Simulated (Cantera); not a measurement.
A closed system holds: 1 mol Si2Cl6, a varied amount of NH3, held at 850 K and 233 Torr.

Equilibrium computed with Cantera from the NASA thermochemical tables; the gas is ideal and each condensed phase is pure. Candidate condensed phases: NH4Cl, Si, Si3N4; 28 gas species. The feed counts by its element totals alone. The tables' values for SiCl3 are old estimates; treat these amounts as uncertain. The numbers say what is thermodynamically allowed, not how fast it happens.

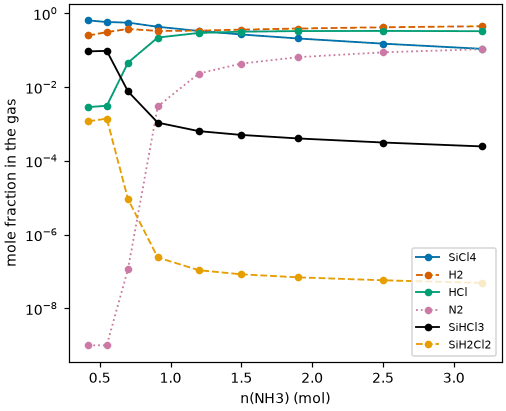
Figure: Equilibrium gas composition (values under 1e-9 drawn at 1e-9)

From 0.42 mol NH3 to 0.55 mol NH3 the condensed part is Si(s) + Si3N4(s). From 0.7 mol NH3 to 3.2 mol NH3 the condensed part is Si3N4(s). The main Si-bearing gas is SiCl4 throughout. The share of Si in condensed phases is highest at 3.2 mol NH3 (57.2 %) and lowest at 0.55 mol NH3 (22.2 %).
